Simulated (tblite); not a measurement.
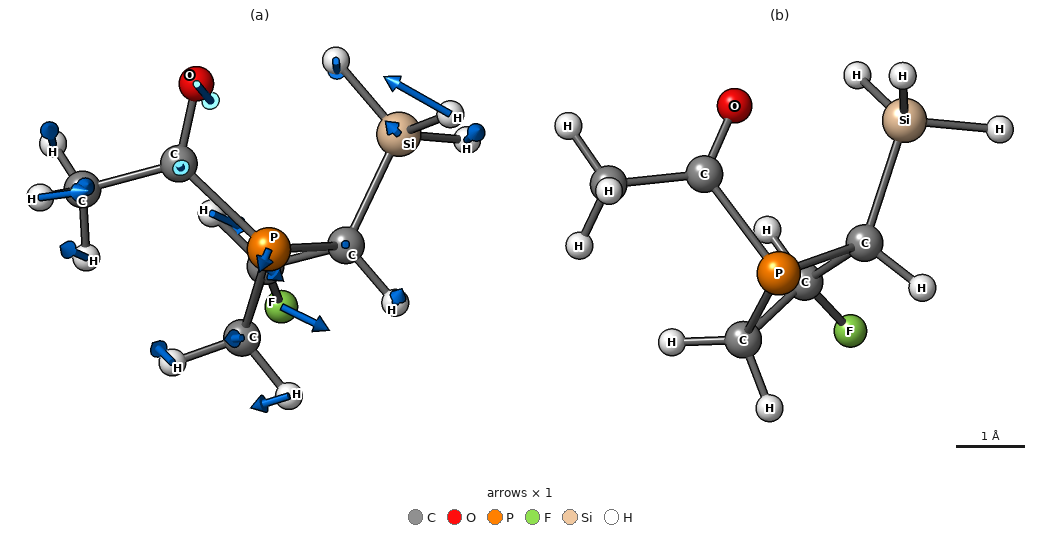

The structure of C5H10FOPSi before (left) and after (right) a relaxation, at one scale. The blue arrows give the displacements, at their true length.

A ball-and-stick model, seen at a tilt.

The calculation used tblite 0.8.0, GFN2-xTB geometry optimisation, gas phase. 

Q: Describe what moved and what it gained.

A: After 124 geometry steps the energy has fallen by 149.9 kJ/mol. The largest move after the best rigid fit is that of an H atom, 1.17 Å. By element the largest moves are H 1.17 Å, O 1.10 Å, F 0.82 Å, C 0.50 Å, P 0.40 Å, Si 0.33 Å. Near-neighbour distances that change, for instance: O–Si 3.580 → 2.610 Å, C–Si 1.837 → 1.919 Å, C–C 1.492 → 1.530 Å, C–H 1.126 → 1.089 Å. Bond angles that change, for instance: C–P–C 112.1° → 95.2°, C–C–C 87.0° → 98.1°, C–P–C 106.7° → 95.9°. Groups turn about C–P by about 50°, C–C by about 35°, C–Si by about 25°. Cost: 0.92 s on 1 thread of Arm Neoverse V2, with other jobs on the host.
